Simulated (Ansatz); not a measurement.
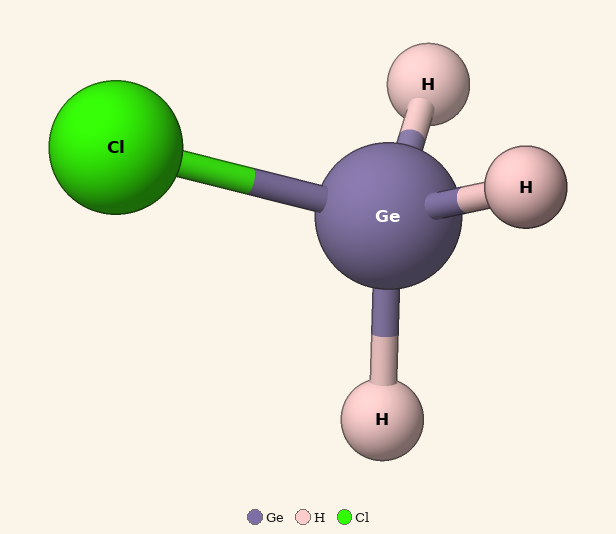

The picture shows a molecular structure as a ball-and-stick model.

Computed geometry: PBE0-D4/def2-TZVP optimisation.

> What is the molecular formula?

ClGeH₃, 5 atoms: 1 chlorine, 1 germanium and 3 hydrogen.

> How many sets of symmetry-equivalent atoms are there?

3: 1 Ge, 3 H, 1 Cl.

> Count the bonded pairs by element.

3 Ge–H, 1 Cl–Ge. Sticks follow a distance rule.

> Give the symmetry (Schoenflies symbol).

C3v.

More results for the same structure follow; atom numbers are the same in all pictures, views and colours differ.

**Vibrations**

Harmonic vibrations computed with RKS PBE0-D4/def2-TZVP (Ansatz 0.2.0) at a stationary point of the same level.

> How many vibrational modes are there, and where do they lie?

9 modes: 427, 596, 596, 849, 871, 871, 2178, 2189, 2189 cm⁻¹.

**Charges**

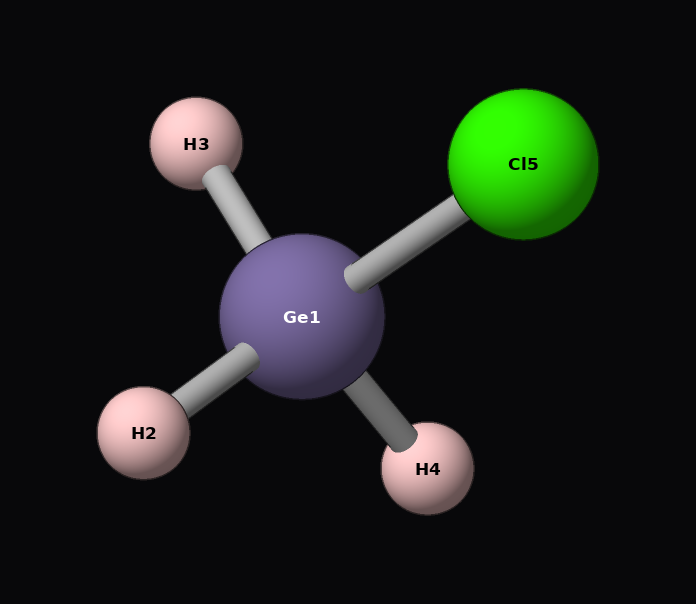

The questions are on Mulliken charges. Level of theory: RKS PBE0-D4/def2-TZVP (Ansatz 0.2.0).

Give the Mulliken charges atom by atom.

```json
{"atom": "Ge1", "value (e)": "0.24"}
{"atom": "H2", "value (e)": "0.03"}
{"atom": "H3", "value (e)": "0.03"}
{"atom": "H4", "value (e)": "0.03"}
{"atom": "Cl5", "value (e)": "−0.32"}
```

**Thermal motion**

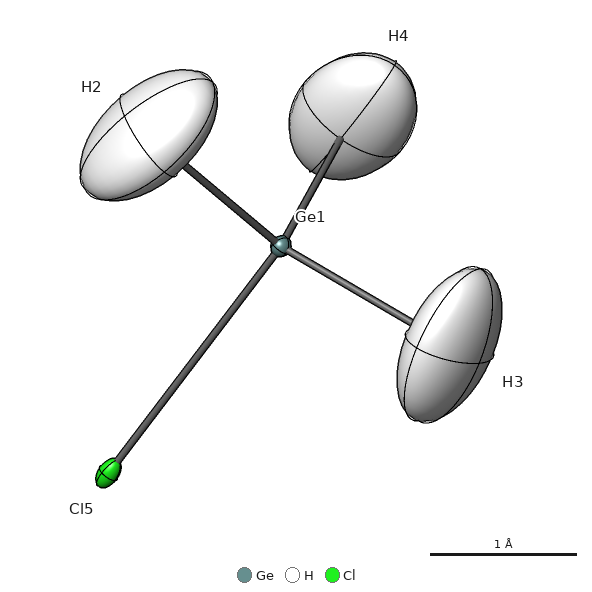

Displacement ellipsoids at the 50 % level, enlarged 2 times, from the internal vibrations of the free molecule (harmonic, no overall translation or rotation; no half-axis is drawn under 0.075 Å). Vibrations computed with RKS PBE0-D4/def2-TZVP (Ansatz 0.2.0). Temperature: 600 K.

List U_eq and the three principal root-mean-square amplitudes for each kind of atom.

| atom | U_eq (Å²) | rms amplitudes (Å) |
| --- | --- | --- |
| Ge1 | 0.00015 | 0.005, 0.005, 0.020 |
| H2, H3, H4 | 0.0203 | 0.087, 0.131, 0.190 |
| Cl5 | 0.00055 | 0.005, 0.005, 0.040 |

Mulliken values depend strongly on the basis set and can even reverse the polarity of a bond.
